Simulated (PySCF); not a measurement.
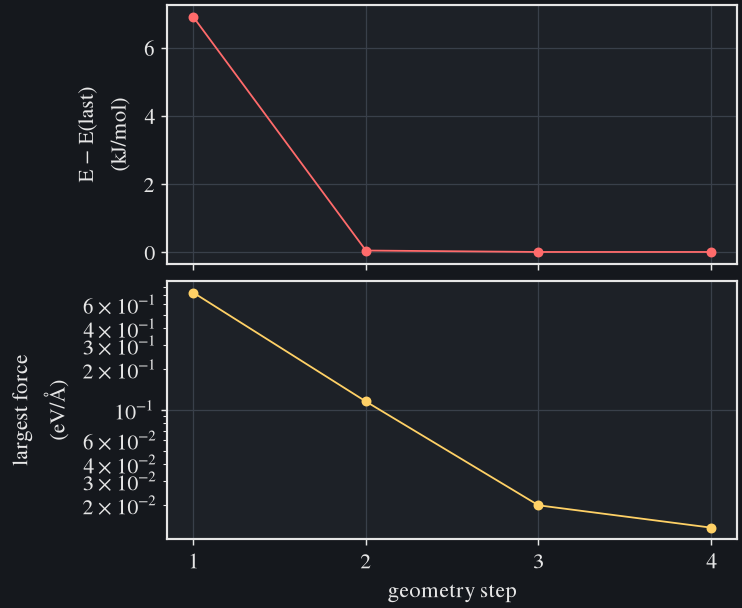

History of a geometry optimisation.

The run: C10H8 (SMILES C#CC1=CC=CC(=C)C=C1), by PySCF 2.14.0, density fitting, PBE0-D3(BJ)/def2-SVP, geometry optimisation.

### How did the optimisation end?

The optimisation met its thresholds at geometry 4, counting the start as the first. The energy fell by about 6.9 kJ/mol from the first step to the last. The largest force goes from about 0.73 eV/Å at the start to 0.014 eV/Å at the end.
